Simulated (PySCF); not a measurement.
# HgO (charge +1, doublet): what the fields show

```xyz
2

Hg    0.0000    0.0000   -0.1466
O     0.0000    0.0000    1.8514
```

⟨S²⟩ = 0.83, above the pure value of 0.75; core potentials replace the inner electrons of Hg.

All numbers below come from PySCF, PBE0/cc-pVDZ(-PP), non-relativistic Hamiltonian with scalar-relativistic core potentials where named, at a bond length of 1.998 Å.

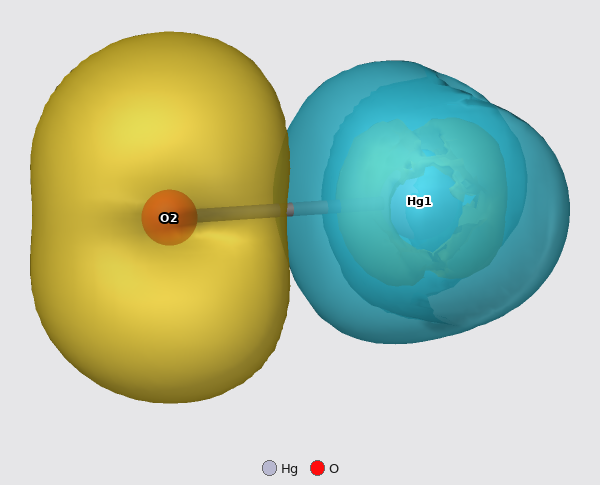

Figure 1. Isosurfaces of the spin density (α minus β) at +0.015 (yellow) and −0.015 e/Å³ (cyan), seen from one side.

> Describe the spin distribution.

The unpaired spin (1 electron) lies mostly on O2 (about 1.2), in electrons by Hirshfeld's partition, with opposite, polarisation-induced spin on Hg1.

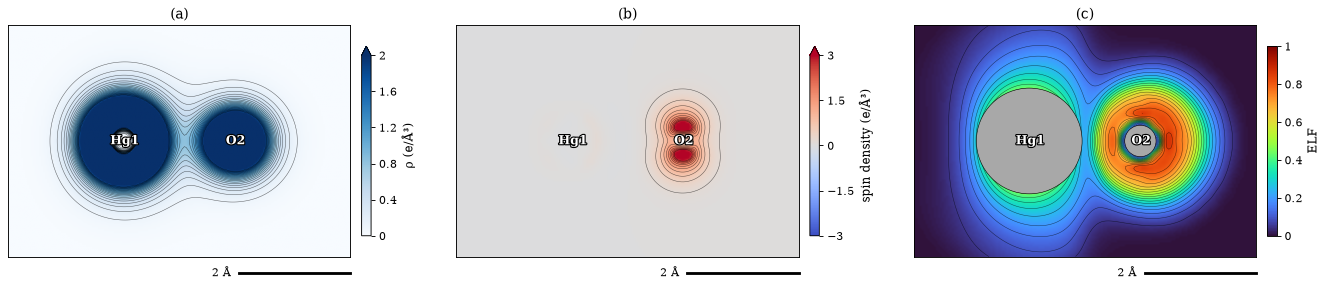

Figure 2. (a) electron density; (b) spin density (α minus β); (c) ELF on a plane that holds the molecular axis. Grey discs cover the atomic cores in the ELF map.

> Interpret the plot.

- Atoms in the plane: Hg and O.
- Hg–O (2.00 Å): ρ is about 0.93 e/Å³ halfway, with its minimum of 0.82 e/Å³ about 1.1 Å from Hg; the ELF peaks at about 0.80 in the valence shell of O, 0.5 Å from its nucleus, and drops to about 0.25 between the two atoms.
- The ELF also peaks beside O2, away from the bonds: non-bonding electrons, paired or unpaired.

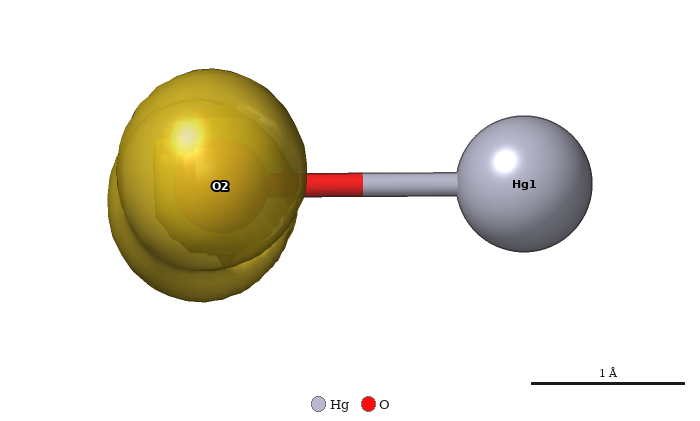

Figure 3. Isosurface of the ELF at 0.8 (yellow), seen from one side. Only the valence region is drawn (cores and ρ < 0.01 e/Å³ removed).

> What do the ELF domains correspond to?

The surface consists of one region wrapped around O (its valence shell).
